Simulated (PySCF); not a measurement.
B₂H₅O₆ (charge −1)

```yaml
atoms:
  - { symbol: O, position_ang: [0.3914, 1.2982, 1.7016] }
  - { symbol: B, position_ang: [-0.7496, 0.7805, 1.1654] }
  - { symbol: O, position_ang: [-1.9638, 1.2095, 1.7043] }
  - { symbol: O, position_ang: [-0.7793, -0.1257, 0.1631] }
  - { symbol: B, position_ang: [0.3790, -0.4978, -0.7006] }
  - { symbol: O, position_ang: [0.1426, -1.8522, -1.1886] }
  - { symbol: O, position_ang: [1.6142, -0.3696, 0.1323] }
  - { symbol: O, position_ang: [0.5540, 0.3901, -1.8410] }
  - { symbol: H, position_ang: [1.1035, 0.8132, 1.2120] }
  - { symbol: H, position_ang: [-2.6418, 0.7721, 1.1808] }
  - { symbol: H, position_ang: [-0.3394, -2.2930, -0.4846] }
  - { symbol: H, position_ang: [2.3021, -0.1664, -0.5076] }
  - { symbol: H, position_ang: [-0.0032, 0.0227, -2.5312] }
```

Geometry: PBE0-D3(BJ)/def2-SVP.

All numbers below come from PBE0/aug-pcSseg-1, SCF density, gas phase, non-relativistic in PySCF.

**What can the converged electron density and electron localisation function tell about the bonding?**

B–O (1.35 Å): the density is about 2.2 e/Å³ at the midpoint; the ELF peaks at about 0.90 between the atoms: a polar covalent bond.
O–H (0.96 Å): ρ is about 3.7 e/Å³ halfway; the ELF climbs to about 1 towards the hydrogen, as it does in any bond to H: an ordinary covalent bond to hydrogen.
B–O (1.40 Å): the density is about 2 e/Å³ at the midpoint; the ELF peaks at about 0.90 between the atoms: a polar covalent bond.

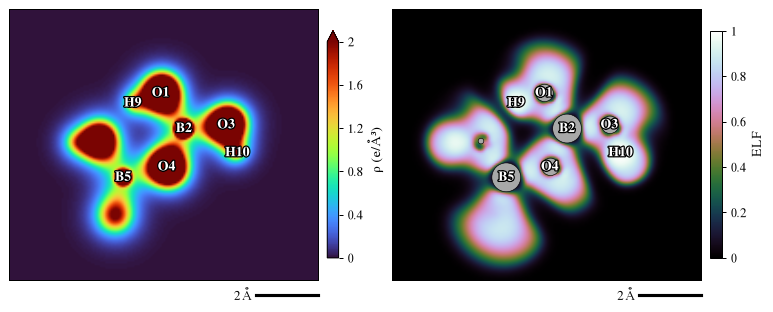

Computed electron density and electron localisation function on the plane of atoms B2, O3 and H10, in this order. Grey discs cover the atomic cores in the ELF map. 
